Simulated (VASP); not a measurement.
Band structure of RbBr (rock salt). Calculation: PW91 GGA, VASP's PBE PAW potentials (set 64) (plane waves; VASP).

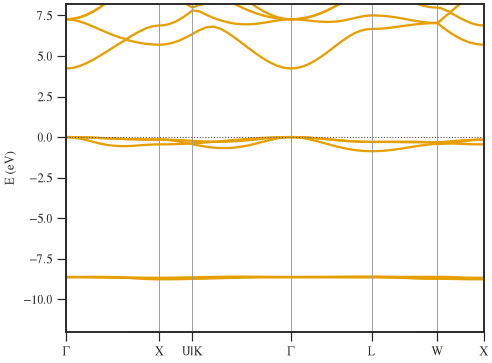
Bands along high-symmetry lines, zero at the valence-band maximum or, without a gap, the Fermi level

Q: Read the plot: is there a gap, and where are the band edges?

A: The gap is direct, 4.23 eV, from the valence maximum at Γ to the conduction minimum at Γ. (Edges off the drawn lines would not show.)

Measured: gap 7.20 eV (computed value off by -2.97 eV), as given by Aguado et al., (1998), arXiv:cond-mat/9809176.

The compound is RbBr in the rock salt structure. It was relaxed first, which changed the volume by +6 %.
